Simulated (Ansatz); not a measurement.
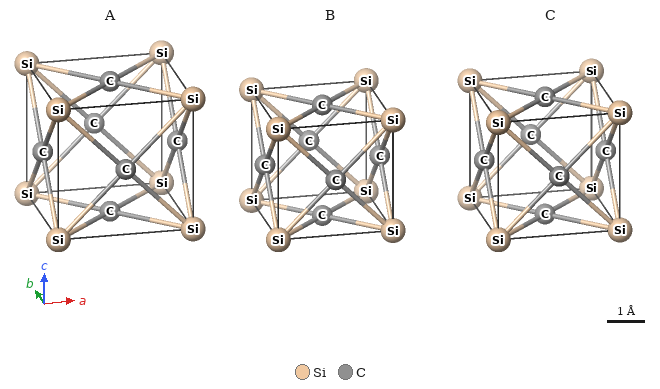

3 geometries from one relaxation of solid SiC₃ (a generated structure, set up in Pm-3m) (coarse preliminary run), in shuffled order. The picture is a ball-and-stick view of the cell of the calculation, seen from a free direction.

Theory: DFT PBE, scalar-relativistic, plane waves, PAW (Ansatz 0.2.0). Settings: plane-wave cutoff 420 eV; k-point mesh 4 × 4 × 4; occupations gaussian; smearing width 0.1 eV; no spin polarisation; cell and atoms relaxed; force threshold 0.04 eV/Å; at most 70 steps.

Q: Put them in the order of the run, from the start to the converged end.

A: A, C, B. They are steps 0, 2, 7, at +662 meV per atom, +119 meV per atom relative to the last. The atoms keep their places relative to the cell (all moves are under 0.005 Å). The volume changes by −38.3 %, with a = b = c 3.742 → 3.185 Å (−14.9 %). Near-neighbour distances that change, for instance: C–Si 2.646 → 2.252 Å. The space group stays Pm-3m (No. 221). The energy falls by 662 meV per atom in 5 accepted moves (7 points after the start). All forces vanish by symmetry, so only the cell relaxes. The pressure goes from −25.76 to −0.04 GPa. The SCF was repeated twice at an unchanged geometry on a basis and grid sized afresh for the cell, which shifted the energy by 1.9 meV per atom at most. Cost: 5.7 s on 1 thread of Arm Neoverse V1, on a shared host, peak memory 0.27 GiB.

Limits of the set-up: the k-point mesh is coarse for a cell with partly filled bands.
